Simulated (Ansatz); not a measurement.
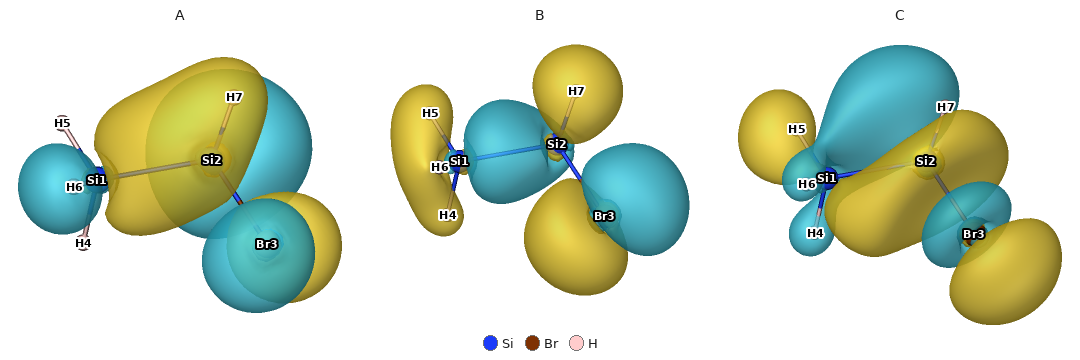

BrH4Si2 (SMILES [SiH3][SiH]Br) (doublet). Three frontier orbitals at ±0.06 Å⁻³ᐟ² (yellow and cyan are the two phases), in no order.

Geometry: PBE0-D4/def2-TZVP.

Computed with UKS PBE0-D4/def2-TZVPP in Ansatz 0.2.0.

The calculation's input:

```
crystal:
  periodic: [false, false, false]
  atoms:
    - {symbol: Si, position_ang: [-0.829287, 0.444084, -0.363252]}
    - {symbol: Si, position_ang: [1.277650, -0.525466, -0.097933]}
    - {symbol: Br, position_ang: [1.129597, -2.307385, 1.230474]}
    - {symbol: H, position_ang: [-1.734626, -0.563442, -0.970876]}
    - {symbol: H, position_ang: [-0.695115, 1.610862, -1.275457]}
    - {symbol: H, position_ang: [-1.392667, 0.895640, 0.937752]}
    - {symbol: H, position_ang: [2.305548, 0.377706, 0.493492]}
basis:
  gaussian: {orbitals: def2-TZVPP}
magnetization: {spin_polarized: true, initial_magnetization: 1}
hamiltonian: {xc: pbe0, dispersion: d4}
output: {orbitals: {seedname: orbitals}}
```

Run with:

```sh
ansatz run in.yaml --threads 4 --pin off --events-out ev --progress --plain --max-ram 10444MiB
```

### Which picture is the HOMO−1, the HOMO and the LUMO? All are α orbitals.

B is the HOMO−1 (α) (−8.26 eV). By Hirshfeld shares it lies mainly on Br3 (about 60 %), Si2 (about 15 %), Si1 (about 10 %) and H7 (about 10 %). A is the HOMO (α) (−6.29 eV). By Hirshfeld shares it lies mainly on Si2 (about 60 %), Br3 (about 20 %) and Si1 (about 10 %). C is the LUMO (α) (−0.84 eV). Its weight (Hirshfeld) is mainly on Si2 (about 45 %), Br3 (about 25 %) and Si1 (about 20 %).

### What is the gap between the highest occupied and lowest empty α orbitals?

5.45 eV between the orbital energies.
